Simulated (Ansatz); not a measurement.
A series of calculations on C2H6N2

Part 1: Relaxation

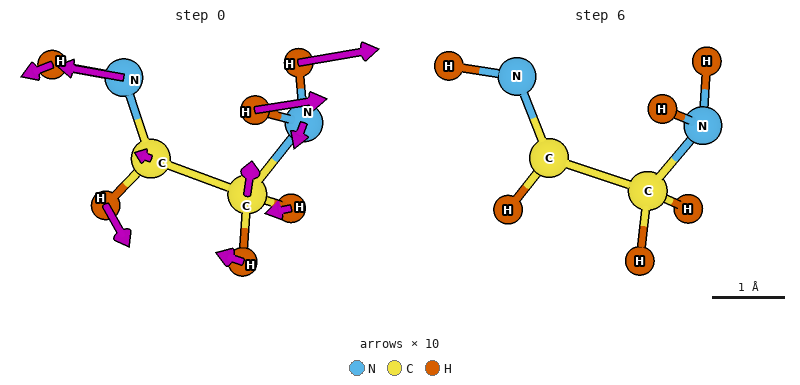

The structure of C₂H₆N₂ before (left) and after (right) a relaxation, at one scale. The purple arrows give the displacements, magnified 10 times.

A ball-and-stick model, seen at a tilt.

The run prepares an end point of a later path (inversion) calculation, from a guessed geometry.

All numbers below come from RKS PBE/def2-SVP (Ansatz 0.2.0). Settings: no spin polarisation; force threshold 0.015 eV/Å; at most 40 steps.

> What changed between the two?

The energy falls by 6.93 kcal/mol in 6 geometry steps. Largest force component: 2.3 eV/Å at the start, 0.013 eV/Å at the end. An H atom moves most after the best rigid fit: 0.12 Å. By element the largest moves are H 0.12 Å, N 0.10 Å, C 0.07 Å. Some distances before and after: C–N 1.548 → 1.451 Å, H–N 1.086 → 1.034 Å, C–H 1.083 → 1.116 Å, C–C 1.485 → 1.515 Å. Bond angles that change, for instance: C–N–H 101.5° → 107.8°, C–C–H 112.4° → 107.7°, C–C–N 112.7° → 116.7°.

Part 2: Relaxation

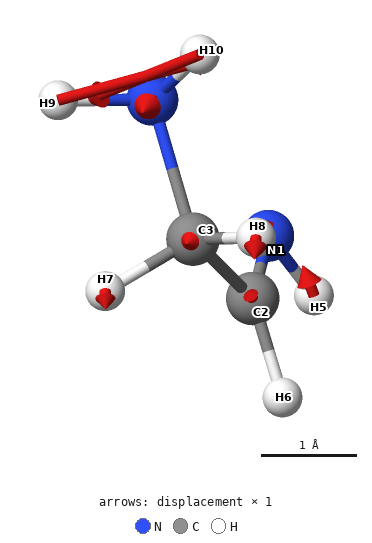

A relaxation of C2H6N2. The starting structure is drawn; red arrows show the displacements, at their true length. The two geometries are superimposed by the best rigid fit.

A ball-and-stick model, seen from a free direction.

The run prepares an end point of a later path (inversion) calculation, from a guessed geometry.

Theory: RKS PBE/def2-SVP in Ansatz 0.2.0. Settings: no spin polarisation; force threshold 0.015 eV/Å; at most 40 steps.

Question: Atoms of which element are displaced furthest, and by how much?

Answer: Hydrogen: up to 1.76 Å, against 0.47 Å for nitrogen.

Question: Describe the change and its energy.

Answer: An H atom moves most after the best rigid fit: 1.76 Å. By element the largest moves are H 1.76 Å, N 0.47 Å, C 0.20 Å. Some distances before and after: C–N 1.548 → 1.451 Å, H–N 1.086 → 1.034 Å, C–H 1.083 → 1.116 Å, C–C 1.485 → 1.515 Å. Among the angles between lasting bonds that change: C–N–H 101.5° → 107.8°, C–C–H 112.4° → 107.9°, C–C–N 112.7° → 116.6°. Groups turn about C–N by about 175°. The energy falls by 15.6 kcal/mol in 31 accepted moves (38 points after the start). The largest force component goes from 2.2 to 0.013 eV/Å. The line search rejected the trial steps at points 10, 13, 15, 22, 25, 27, 35 of the run.

Part 3: Path

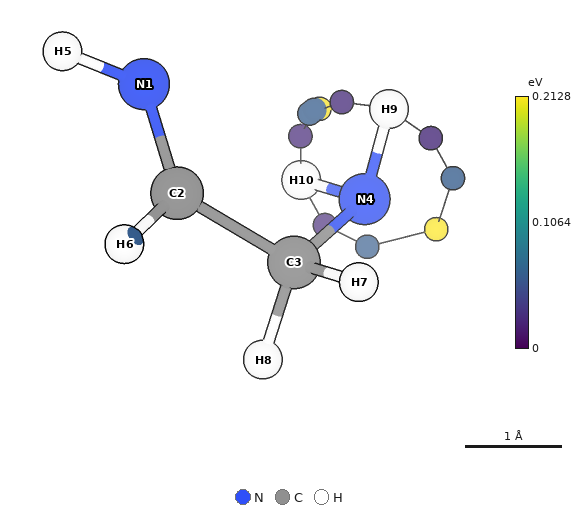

A nudged-elastic-band calculation for C₂H₆N₂. Images are numbered from 0 (start) to 6 (end). The start is drawn whole; smaller spheres mark the moving atoms (H) in the later images, joined by lines and coloured by the energy of the image relative to the start. Style: ball-and-stick. Shown at a tilt.

The calculation used RKS PBE/def2-SVP (Ansatz). Settings: 5 movable images; climbing image; force threshold 0.03 eV/Å; iteration limit 60; starting path through a guess of the saddle point.

> Describe the path and its energy.

The motion is an umbrella inversion at N4. No bond forms or breaks between the ends. Among the angles between lasting bonds that change up to the highest image: H9–N4–H10 102.8° → 120.7°, C3–N4–H9 107.8° → 122.2°. The barrier is about 0.213 eV in both directions, with image 3 at the top; the ends have the same energy. The band converged in 30 iterations, with a climbing image at the top. At the top, the vibrational analysis gives one imaginary mode (588i cm⁻¹), as a transition state must have.

Cost: 11 min on 1 thread of Intel(R) Xeon(R) Processor @ 2.50GHz (Skylake/Cascade Lake), with other jobs on the host, peak memory 0.17 GiB.
